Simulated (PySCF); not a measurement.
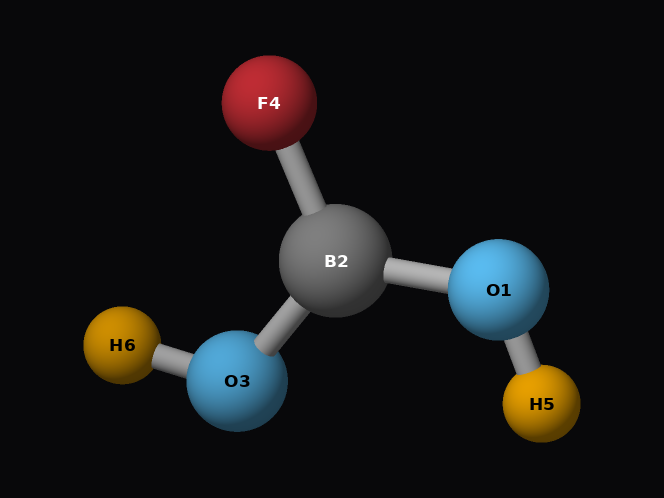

Computed geometry: GFN2-xTB optimisation. No frequency run is at hand to confirm it as a minimum. Level of theory: delta-SCF UKS SCAN, pcX-2 on the ionised atom, pcseg-1 elsewhere, spin-free X2C (PySCF 2.14.0).

Give the core-electron binding energies (to vacuum) of O1 1s, B2 1s, F4 1s.

```json
{"atom": "O1", "level": "1s", "binding energy (eV)": "539.8"}
{"atom": "B2", "level": "1s", "binding energy (eV)": "199.5"}
{"atom": "F4", "level": "1s", "binding energy (eV)": "693.2"}
```

The geometry is semi-empirical. Around B such bond lengths and angles can be off by a tenth of an ångström or more and by several degrees, and values that hang on the shape move with them.
